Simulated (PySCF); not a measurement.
## A study: CH3F, SMILES `CF`

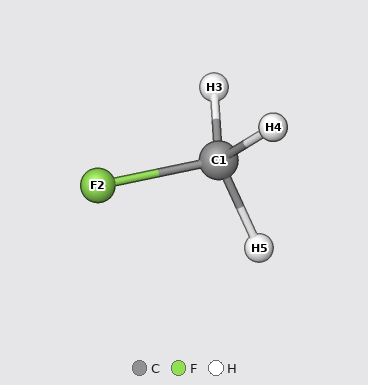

The molecule, with its atoms numbered as below. No frequency check shows the geometry to be a minimum.

Coordinates in Å:

```
C1      -0.6257    0.0000    0.0000
F2       0.7385    0.0000    0.0000
H3      -0.9640   -0.8342   -0.6158
H4      -0.9640   -0.1161    1.0303
H5      -0.9640    0.9504   -0.4146
```

### 1. Bonding charge

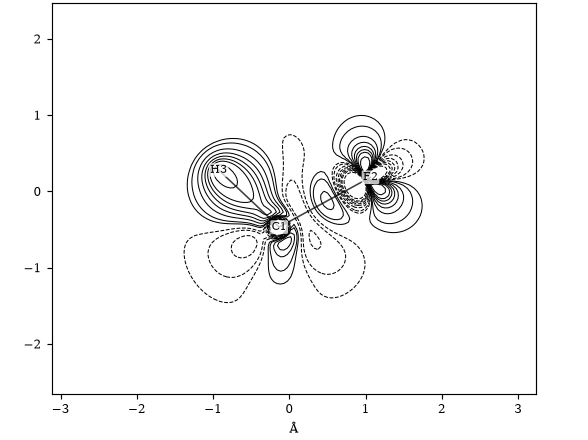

Deformation density (molecule less spherical, spin-averaged free atoms) in the plane of C1, F2 and H3; contours at ±0.05 to ±0.8 e/Å³; solid lines: gain, dashed lines: loss.

PySCF calculation, PBE/def2-TZVP, gas phase; geometry: GFN2-xTB.

How much density has each bond in this plane gained at its critical point, relative to the free atoms?

Answer. C1–H3: +0.75 e/Å³ at the bond critical point (bond length 1.09 Å, Mayer order 1.0). C1–F2: −0.05 e/Å³ at the bond critical point (bond length 1.36 Å, Mayer order 1.0); up to 0.6 Å beside the axis the gain reaches +0.23 e/Å³. In all, 1.0 electrons gather in the regions of gain relative to the promolecule. A small or negative value marks a very polar bond, one between electron-rich atoms, whose free-atom densities already overlap strongly, a long bond to a heavier atom, or a closed-shell contact such as a hydrogen bond.

Where do the Hirshfeld charges lie?

Answer. The highest Hirshfeld charge is on H3, H4 and H5 (+0.04 e), the lowest on F2 (−0.12 e).

```
atom  charge (e)
  C1       −0.01
  F2       −0.12
  H3       +0.04
  H4       +0.04
  H5       +0.04
```

### 2. Local ionisation energy

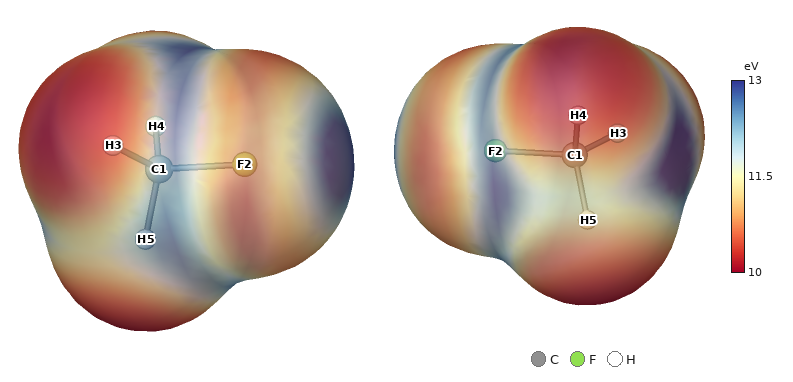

Average local ionisation energy on the surface of electron density 0.001 a.u. (back view left, front view right).

Where are the most loosely bound electrons on this surface?

Answer. The lowest value is 10.0 eV, 1.4 Å from H5, and at like points elsewhere. Further minima include 10.6 eV, 1.7 Å from F2, and at like points elsewhere. For comparison, the highest occupied orbital lies at −7.9 eV.

### 3. In an electric field

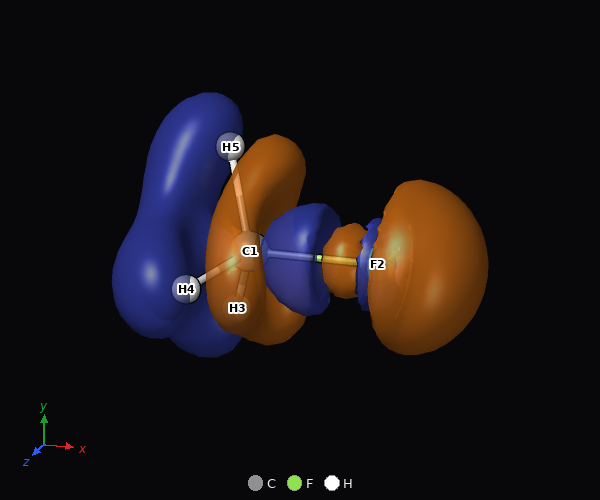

Change of the electron density in a uniform field of 0.21 V/Å, surfaces at ±0.0015 e/Å³ (orange: gain, blue: loss).

PySCF calculation, PBE/def2-TZVP, gas phase; geometry: GFN2-xTB. A basis without diffuse functions makes polarisabilities too small.

The field was applied in both directions; the picture shows the one opposite to the script's first.

Along which Cartesian direction does the field point?

Answer. Along −x: electrons gather on the +x side, against the field.

What dipole is induced, and what polarisability does it imply?

Answer. The induced dipole is 0.16 D (along the field); α along this axis, from the fields in both directions, is 16 bohr³ (2.3 Å³).
